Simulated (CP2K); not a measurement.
# BHSBrF (SMILES FB(S)Br) at AM1

Aim: the vertical electron affinity of BHSBrF at AM1, from 2 runs. 

The results are computed with CP2K 2026.2.

## 1. Starting point

BHSBrF has 5 atoms, charge 0, and is taken as a singlet. SMILES: `FB(S)Br`. The coordinates come from a GFN2-xTB relaxation. This is one conformer, not always the lowest.

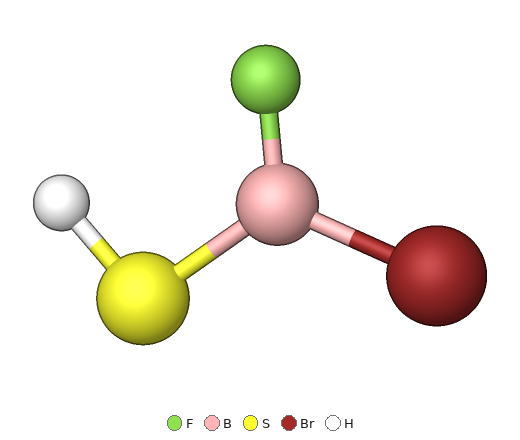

Viewed from a chosen angle; fluorine green, boron pink, sulfur yellow, bromine red, hydrogen white.

## 2. The energy at AM1

Input file run.inp:

```
&global
  project_name run
  run_type ENERGY
  print_level MEDIUM
&end global

&force_eval
  method Quickstep
  &dft
    charge 0
    multiplicity 1
    &qs
      method AM1
      eps_default 1.0E-10
      &se
        &coulomb
          cutoff [angstrom] 50
          rc_range [angstrom] 0
        &end coulomb
        &exchange
          cutoff [angstrom] 50
          rc_range [angstrom] 0
        &end exchange
      &end se
    &end qs
    &poisson
      periodic NONE
      poisson_solver ANALYTIC
    &end poisson
    &scf
      scf_guess ATOMIC
      eps_scf 1.0E-07
      max_scf 150
      &diagonalization
        algorithm STANDARD
      &end diagonalization
      &mixing
        method DIRECT_P_MIXING
        alpha 0.4
      &end mixing
    &end scf
    &print
      &moments
        periodic F
        reference COM
        max_moment 1
      &end moments
      &mo ON
        energies T
        occupation_numbers T
        ndigits 6
        &each
          qs_scf 0
        &end each
        add_last NUMERIC
      &end mo
      &hirshfeld OFF
      &end hirshfeld
    &end print
  &end dft
  &subsys
    &cell
      abc [angstrom] 19.6 17.9 18
      periodic NONE
    &end cell
    &coord
      F     -0.571700    -1.065390     0.790310
      B     -0.422840    -0.112350    -0.111180
      S      1.123050     0.786400    -0.206790
      Br    -1.863120     0.244500    -1.257510
      H      1.734610     0.146840     0.785180
    &end coord
    &topology
      &center_coordinates
      &end center_coordinates
    &end topology
  &end subsys
&end force_eval
```

On the command line:

```sh
$ OMP_NUM_THREADS=1 cp2k.psmp -i run.inp -o run.out
```

What it wrote:

```text
CP2K| version string:                                       CP2K version 2026.2
[...]
 GLOBAL| Method name                                                        CP2K
[...]
 GLOBAL| Run type                                                         ENERGY
[...]
                             - Atoms:                                          5
[...]
                             - Spherical basis functions:                     17
[...]
 Number of electrons:                                                         24
[...]
     1 P_Mix/Diag. 0.40E+00    0.0     0.68715120       -37.7810743740 -3.78E+01
[...]
    21 DIIS/Diag.  0.15E-07    0.0     0.00000007       -41.1328324920 -2.84E-14
  *** SCF run converged in    21 steps ***
  Core-core repulsion energy [eV]:                           1206.13650946177131
  Core Hamiltonian energy [eV]:                             -1839.86942279865298
  Two-electron integral energy [eV]:                         -971.09676141976638
  Electronic energy [eV]:                                   -2325.41780350853605
  Total energy [eV]:                                        -1119.28129404676497
  Atomic reference energy [eV]:                              1114.45262207216433
  Heat of formation [kcal/mol]:                              -111.35182985720959
[...]
 SE_DIPOLE| Moment [Debye]         -0.95801785       0.59443509      -1.13522898
 SE_DIPOLE| Derivative [a.u.]       0.00000000       0.00000000       0.00000000
 ENERGY| Total FORCE_EVAL ( QS ) energy [hartree]            -41.132832491982427
[...]
```

Run time: 0.92 s. Hardware: 1 thread of Intel Xeon 6975P-C (Granite Rapids), shared host; peak memory 0.18 GiB.

## 3. The doublet anion

Input file job.inp:

```
&GLOBAL
   PROJECT job
   RUN_TYPE ENERGY
   PRINT_LEVEL MEDIUM
&END GLOBAL

&FORCE_EVAL
   METHOD QUICKSTEP
   &DFT
      CHARGE -1
      MULTIPLICITY 2
      SPIN_POLARIZED T
      &QS
         METHOD AM1
         EPS_DEFAULT 1.0E-10
         &SE
            &COULOMB
               CUTOFF [angstrom] 50
               RC_RANGE [angstrom] 0
            &END COULOMB
            &EXCHANGE
               CUTOFF [angstrom] 50
               RC_RANGE [angstrom] 0
            &END EXCHANGE
         &END SE
      &END QS
      &POISSON
         PERIODIC NONE
         POISSON_SOLVER ANALYTIC
      &END POISSON
      &SCF
         SCF_GUESS ATOMIC
         EPS_SCF 1.0E-07
         MAX_SCF 40
         &OT
            MINIMIZER CG
            PRECONDITIONER FULL_ALL
         &END OT
         &OUTER_SCF
            EPS_SCF 1.0E-07
            MAX_SCF 8
         &END OUTER_SCF
      &END SCF
      &PRINT
         &MOMENTS
            PERIODIC F
            REFERENCE COM
            MAX_MOMENT 1
         &END MOMENTS
         &MO_CUBES
            NLUMO 3
            NHOMO -1
            WRITE_CUBE F
         &END MO_CUBES
         &HIRSHFELD OFF
         &END HIRSHFELD
      &END PRINT
   &END DFT
   &SUBSYS
      &CELL
         ABC 19.6 17.9 18
         PERIODIC NONE
      &END CELL
      &COORD
         F     -0.571700    -1.065390     0.790310
         B     -0.422840    -0.112350    -0.111180
         S      1.123050     0.786400    -0.206790
         Br    -1.863120     0.244500    -1.257510
         H      1.734610     0.146840     0.785180
      &END COORD
      &TOPOLOGY
         &CENTER_COORDINATES
         &END CENTER_COORDINATES
      &END TOPOLOGY
   &END SUBSYS
&END FORCE_EVAL
```

On the command line:

```sh
$ OMP_NUM_THREADS=1 cp2k.psmp job.inp > job.out
```

What it wrote:

```text
CP2K| version string:                                       CP2K version 2026.2
[...]
 GLOBAL| Method name                                                        CP2K
[...]
 GLOBAL| Run type                                                         ENERGY
[...]
                             - Atoms:                                          5
[...]
                             - Spherical basis functions:                     17
[...]
 Number of electrons:                                                         13
[...]
     1 OT CG       0.15E+00    0.0     0.18337381       -37.8518529036 -3.79E+01
[...]
     6 OT CG       0.97E+00    0.0     0.00000008       -41.1807580674 -7.73E-12
  *** SCF run converged in     6 steps ***
  Core-core repulsion energy [eV]:                           1206.13650946177131
  Core Hamiltonian energy [eV]:                             -1896.17714386364901
  Two-electron integral energy [eV]:                         -861.08956174996092
  Electronic energy [eV]:                                   -2326.72192473862924
  Total energy [eV]:                                        -1120.58541527685816
  Atomic reference energy [eV]:                              1114.45262207216433
  Heat of formation [kcal/mol]:                              -141.42558224510975
[...]
 SE_DIPOLE| Moment [Debye]          2.33938064       1.36086725      -0.14070232
 SE_DIPOLE| Derivative [a.u.]       0.00000000       0.00000000       0.00000000
 *** WARNING in qs_scf_post_se.F:140 :: Printing of MO cube files not ***
 *** implemented for Semi-Empirical method.                           ***
 ENERGY| Total FORCE_EVAL ( QS ) energy [hartree]            -41.180758067431583
[...]
```

It took 1.6 s on 1 thread of Intel Xeon 6975P-C (Granite Rapids), shared host; peak memory 0.19 GiB.

## 4. What came out

At AM1:

```
                                         quantity            value
                     singlet BHSBrF: total energy     -41.13283 Eh
                    singlet BHSBrF: dipole moment           1.60 D
                      singlet BHSBrF: HOMO energy        -10.32 eV
                singlet BHSBrF: heat of formation  -111.4 kcal/mol
                      doublet anion: total energy     -41.18076 Eh
                 doublet anion: heat of formation  -141.4 kcal/mol
vertical electron affinity (to the doublet anion)         1.304 eV
```

**Reading.** At fixed nuclei the extra electron is bound by 1.30 eV (126 kJ/mol). A minimal valence basis can't be trusted even for the sign of an electron affinity.
